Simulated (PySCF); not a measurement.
**CAlCl₂F₃: density, localisation and related maps**

```xyz
7

Al    0.6111    0.8740   -0.0547
Cl    2.6810    0.8234    0.1390
Cl   -0.4047    2.6535   -0.4030
C    -0.4850   -0.8052    0.0542
F     0.1536   -1.8334    0.6279
F    -0.8466   -1.2058   -1.1803
F    -1.6176   -0.6084    0.7484
```

Geometry: PBE0-D3(BJ)/def2-SVP.

Computed with PBE0/pcSseg-1 Al:pcSseg-2, SCF density, gas phase, non-relativistic (PySCF 2.14.0).

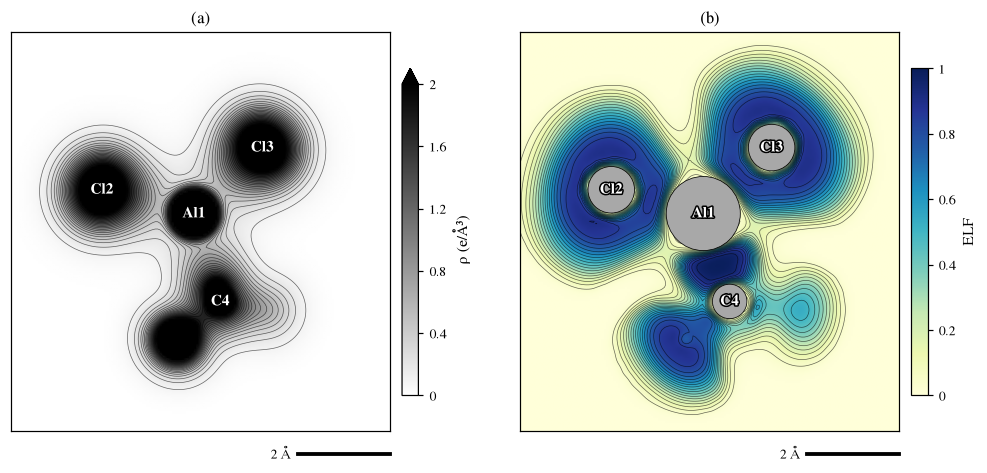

Figure 1. (a) electron density; (b) ELF on the plane of atoms Cl2, Al1 and C4. Grey discs cover the atomic cores in the ELF map.

### What do the fields say about this system?

The section cuts through Al, Cl and C sites.
C–Al (2.01 Å): ρ is about 0.78 e/Å³ halfway; the ELF peaks at about 1 between the atoms (a polar covalent bond).
Al–Cl (2.08 Å): ρ at the midpoint is about 0.8 e/Å³; the ELF peaks at about 0.85 in the valence shell of Cl, 0.9 Å from its nucleus, and is about 0.80 at the midpoint.
The ELF also peaks beside F5, Cl2 and Cl3, away from the bonds: lone-pair regions.

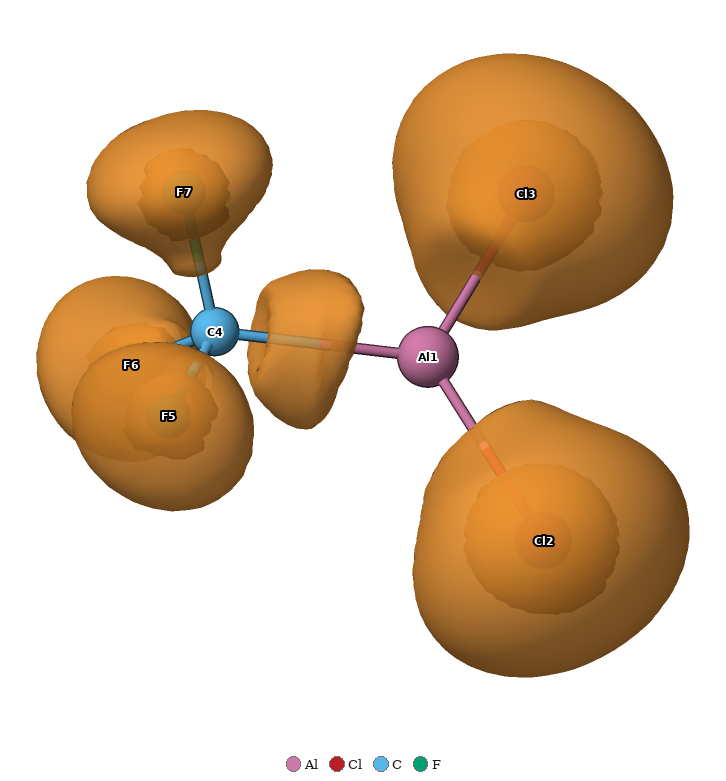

Figure 2. Isosurface of the electron localisation function at 0.75 (orange), seen at a tilt. Core shells and regions of very low density are left out.

### Describe the localisation domains.

At this value the surface marks out one region between bonded Al–C atoms (shared pairs), two regions on Cl in which the atom's valence shell and bonds are merged and three regions on F in which the atom's valence shell and bonds are merged.


C–F (1.34 Å): the ELF peaks at about 0.85 between the atoms: a polar covalent bond.

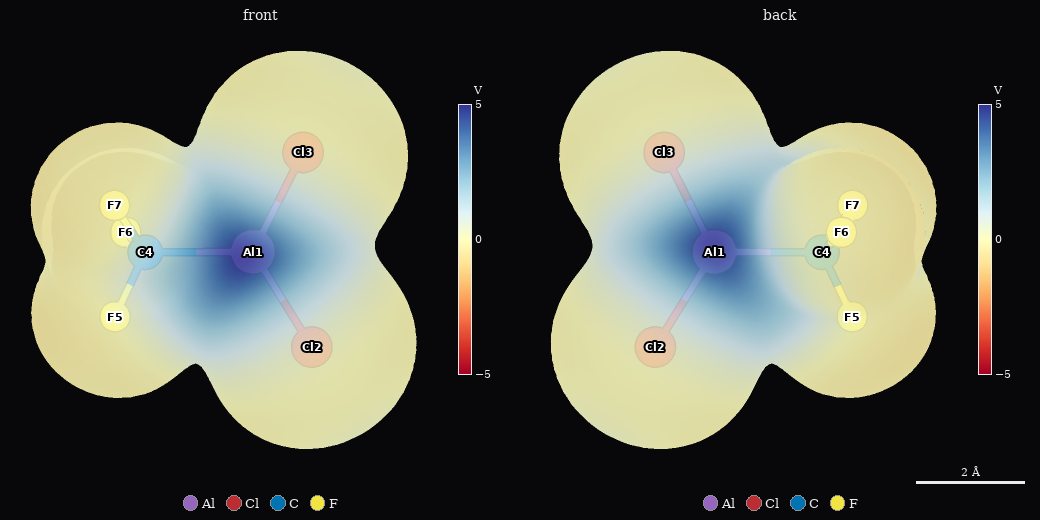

Figure 3. The electrostatic potential painted on the density surface at 0.002 e/bohr³, seen from the front and from behind; red is negative and blue positive.

### Describe the electrostatic potential map.

The most negative region (about −0.5 V) lies over F5, F6 and F7, the most positive (about +4.6 V) over Al1.

### How polar is the molecule by this calculation?

Its dipole moment is 0.79 D.
